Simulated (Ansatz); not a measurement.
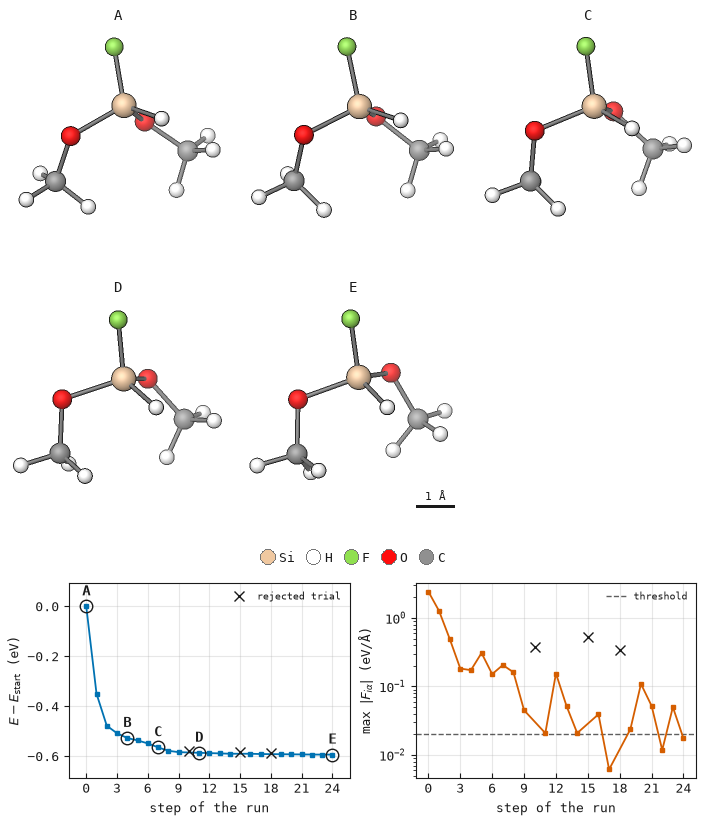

Frames of a relaxation of C2H7FO2Si, marked on the history of the run. Style: ball-and-stick. Shown at a tilt.

The run prepares the start of a later molecular dynamics calculation, from a guessed geometry.

These are results of RKS PBE/STO-3G (Ansatz), not measurements.

Input
```yaml
crystal:
  periodic: [false, false, false]
  atoms:
    - { symbol: Si, position_ang: [0.0, 0.0, 0.0] }
    - { symbol: H, position_ang: [0.0, 0.0, 1.46] }
    - { symbol: F, position_ang: [1.4994, 0.0, -0.5295] }
    - { symbol: O, position_ang: [-0.7913, 1.3709, -0.5594] }
    - { symbol: C, position_ang: [-2.1512, 1.4177, -0.9653] }
    - { symbol: H, position_ang: [-2.7687, 0.8215, -0.2614] }
    - { symbol: H, position_ang: [-2.5023, 2.4707, -0.9639] }
    - { symbol: H, position_ang: [-2.2473, 0.9975, -1.9882] }
    - { symbol: O, position_ang: [-0.7913, -1.3709, -0.5594] }
    - { symbol: C, position_ang: [-1.5365, -2.2685, 0.2501] }
    - { symbol: H, position_ang: [-1.2251, -2.1576, 1.3097] }
    - { symbol: H, position_ang: [-2.6187, -2.04, 0.1571] }
    - { symbol: H, position_ang: [-1.349, -3.3106, -0.083] }
basis:
  gaussian: { orbitals: STO-3G }
hamiltonian:
  xc: pbe
relax:
  f_tol: 0.02
  max_steps: 40
output:
  orbitals: {}
```

Run as
```bash
ansatz run input.yaml --threads 1 --pin off --max-ram 2048MiB --backend cpu --events-out ev --progress --plain --runs-dir out
```

**What happens along the run?**

The largest move after the best rigid fit is that of H8, 1.21 Å. By element the largest moves are H 1.21 Å, O 0.64 Å, F 0.32 Å, C 0.20 Å, Si 0.08 Å. Near-neighbour distances that change, for instance: Si1–O4 1.679 → 1.736 Å, Si1–F3 1.590 → 1.640 Å, O4–C5 1.420 → 1.468 Å, Si1–H2 1.460 → 1.477 Å. Among the angles between lasting bonds that change: Si1–O9–C10 125.0° → 110.9°, F3–Si1–O4 109.5° → 102.9°, H2–Si1–F3 109.5° → 114.3°. Groups turn about Si1–O4 by about 60°, O9–C10 by about 25°, Si1–O9 by about 25°. Over 21 accepted moves (24 points after the start) the energy falls by 0.593 eV. The largest force component goes from 2.4 to 0.017 eV/Å. The line search rejected the trial steps at points 10, 15, 18 of the run. The forces were under the threshold at step 17, but the run went on from there. The run took 2.2 min on 1 thread of Arm Neoverse N1, on a shared host, peak memory 0.15 GiB. From step 0 to 4: H8 moves most (0.35 Å), energy −0.527 eV. From step 4 to 7: H8 moves most (0.36 Å), energy −0.037 eV. From step 7 to 11: H6 moves most (0.34 Å), energy −0.022 eV. From step 11 to 24: H12 moves most (0.49 Å), energy −0.007 eV.

Limits of the set-up: STO-3G is a minimal basis, so the numbers are rough.
